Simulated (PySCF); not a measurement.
## Electronic structure of CH$_{10}$ClPSi$_{3}$ in real space

| atom | x (Å) | y (Å) | z (Å) |
| --- | --- | --- | --- |
| C | 2.4737 | -0.5682 | 0.5114 |
| Si | 1.0971 | 0.6940 | 0.1627 |
| Cl | 1.6068 | 2.4793 | 0.9587 |
| P | -0.8117 | 0.0123 | 1.1344 |
| Si | -1.0751 | -1.6465 | -0.3515 |
| Si | -2.0733 | 1.4410 | -0.0534 |
| H | 2.4707 | -0.8657 | 1.5569 |
| H | 3.4512 | -0.1522 | 0.2874 |
| H | 2.3430 | -1.4643 | -0.0875 |
| H | 0.9960 | 0.9287 | -1.2837 |
| H | -2.4740 | -2.0650 | -0.3004 |
| H | -0.7441 | -1.2566 | -1.7256 |
| H | -0.1983 | -2.7480 | 0.0447 |
| H | -3.4582 | 0.9911 | 0.0756 |
| H | -1.9006 | 2.7745 | 0.5158 |
| H | -1.7129 | 1.4701 | -1.4746 |

Geometry: GFN2-xTB, coordinate held.

The calculation used PBE0/pcSseg-1, SCF density, gas phase, non-relativistic (PySCF 2.14.0).

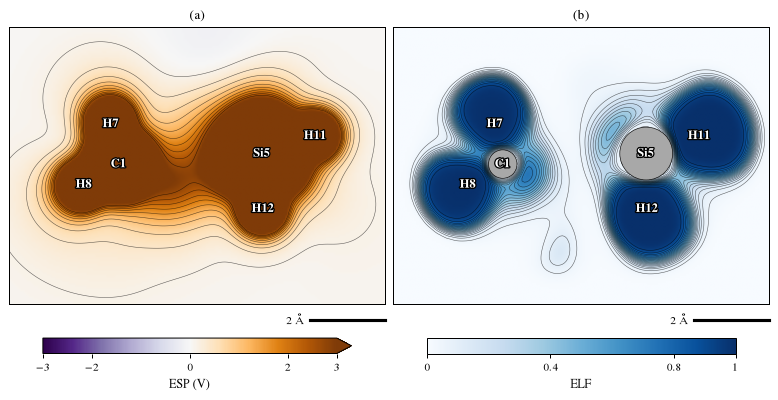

Figure 1. (a) molecular electrostatic potential; (b) ELF on the plane of atoms H7, C1 and H8. Grey discs cover the atomic cores in the ELF map.

### Interpret the plot.

The plane passes through C, Si and H nuclei. C–H (1.09 Å): the ELF climbs to about 1 towards the hydrogen, as it does in any bond to H; a covalent bond by its length. Si–H (1.46 Å): the ELF climbs to about 1 towards the hydrogen. The potential has no marked negative region in this plane.

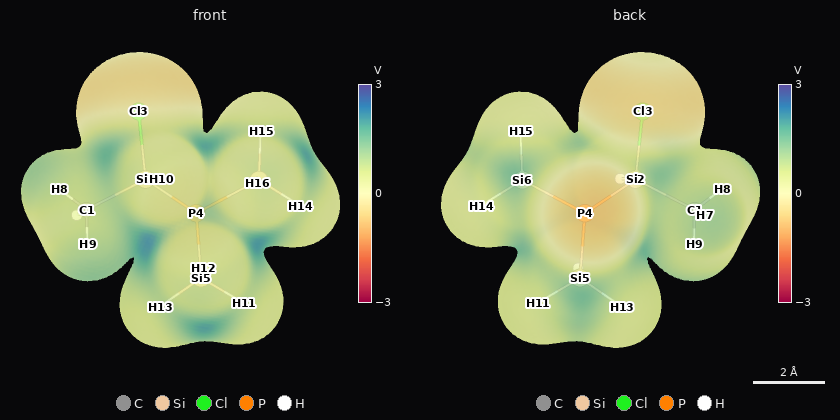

Figure 2. The molecular electrostatic potential painted on the density surface at 0.004 e/bohr³, seen from the front and from behind; red is negative and blue positive.

### Where is the surface potential most negative and most positive?

The most negative region (about −0.7 V) lies over P4, the most positive (about +2.0 V) over Si2, Si5 and Si6. Cl3 shows a σ-hole: about +0.2 V at the tip opposite its bond, against about −0.3 V on its flanks.

### What dipole moment does the calculation give?

Its dipole moment is 1.89 D.
